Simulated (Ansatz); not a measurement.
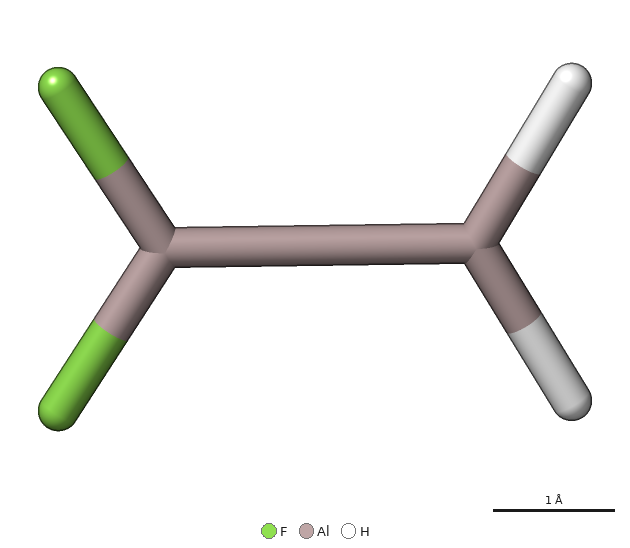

The picture shows a molecular structure as a stick model.

Give the formula.

Answer. Al₂F₂H₂, 6 atoms: 2 aluminium, 2 fluorine and 2 hydrogen.

How many sets of symmetry-equivalent atoms are there?

Answer. 4: 2 F, 1 Al, 1 Al, 2 H.

Write the SMILES.

Answer. [F][Al]([F])[AlH2]

What is the point group of this geometry?

Answer. C2v.

The parts below concern this one geometry. Atoms keep their numbers from picture to picture. Computed geometry: PBE0-D4/def2-TZVP optimisation. No frequency run is at hand to confirm it as a minimum.

Geometry

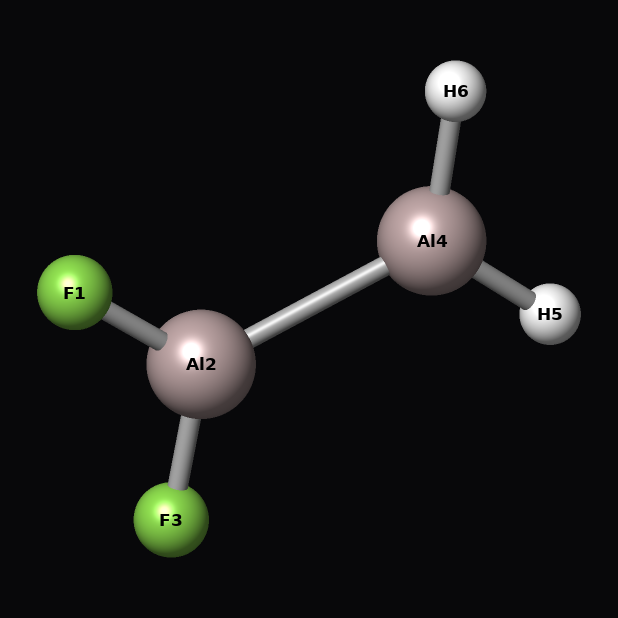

Numbered structure. No frequency run is at hand to confirm it as a minimum.

Describe the coordination of atom 2.

Answer. Al2 has 3 neighbours (F1 at 1.65, F3 at 1.65, Al4 at 2.58 Å); the arrangement is trigonal planar.

Describe the coordination of atom 4.

Answer. Al4 has 3 neighbours (Al2 at 2.58, H5 at 1.59, H6 at 1.59 Å); the arrangement is trigonal planar.

Charges

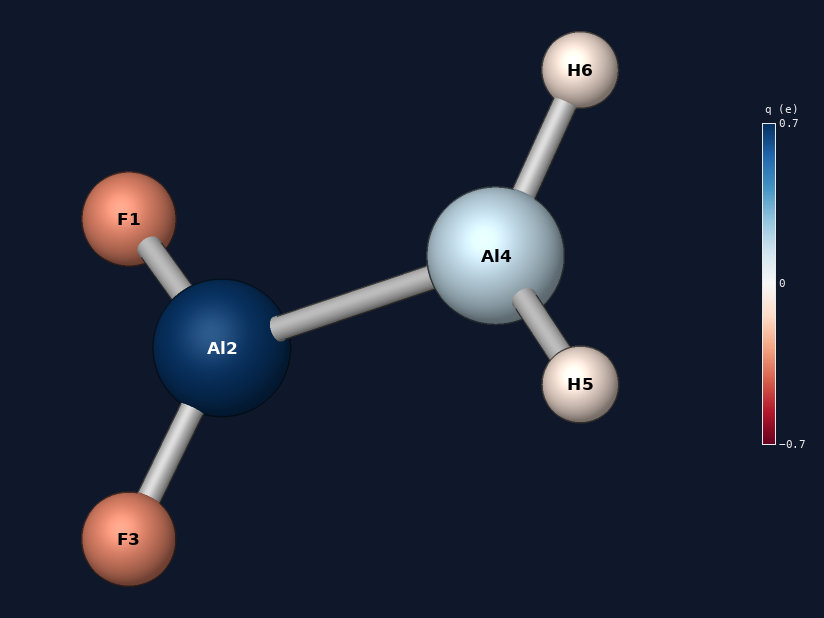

Atoms are coloured by their Mulliken charges. No frequency run is at hand to confirm it as a minimum. Method: RKS PBE0-D4/def2-TZVP (Ansatz 0.2.0).

Which atom carries the highest charge (most positive or least negative)?

Answer. Al2 (0.69 e).

And the lowest?

Answer. F1, F3 (−0.34 e).

List the Mulliken charges.

```csv
atom,value (e)
F1,−0.34
Al2,0.69
F3,−0.34
Al4,0.17
H5,−0.09
H6,−0.09
```

Electronic properties

No frequency run is at hand to confirm it as a minimum. Properties computed with RKS PBE0-D4/def2-TZVPP (Ansatz 0.2.0).

What is the HOMO energy (Kohn–Sham orbital)?

Answer. −7.94 eV.

Give the HOMO–LUMO gap at this level.

Answer. 4.98 eV.

Dipole moment

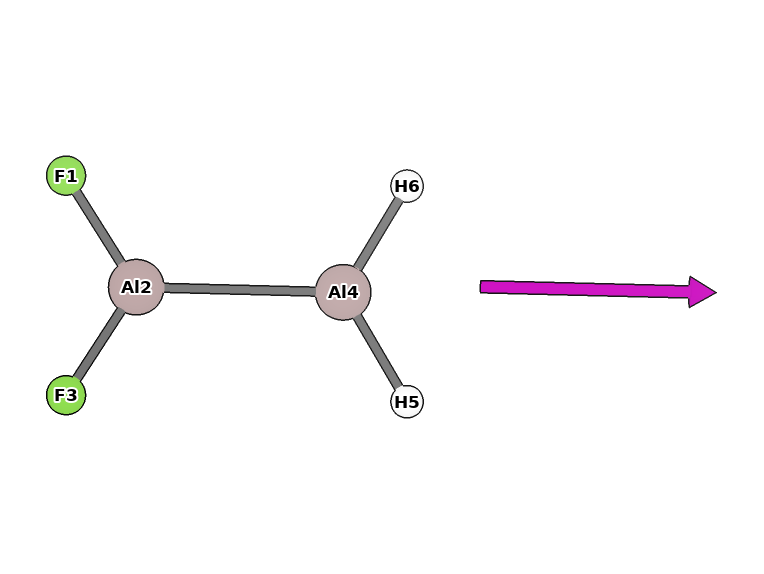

The arrow beside the molecule shows the direction of the dipole moment, from the negative to the positive end (its length means nothing). No frequency run is at hand to confirm it as a minimum. Properties computed with RKS PBE0-D4/def2-TZVP (Ansatz 0.2.0).

How large is the dipole moment?

Answer. 2.12 D; it points from the side of F1, F3 to the side of H5, H6 (the outermost atoms at the two ends).

Mulliken values depend strongly on the basis set and can even reverse the polarity of a bond.
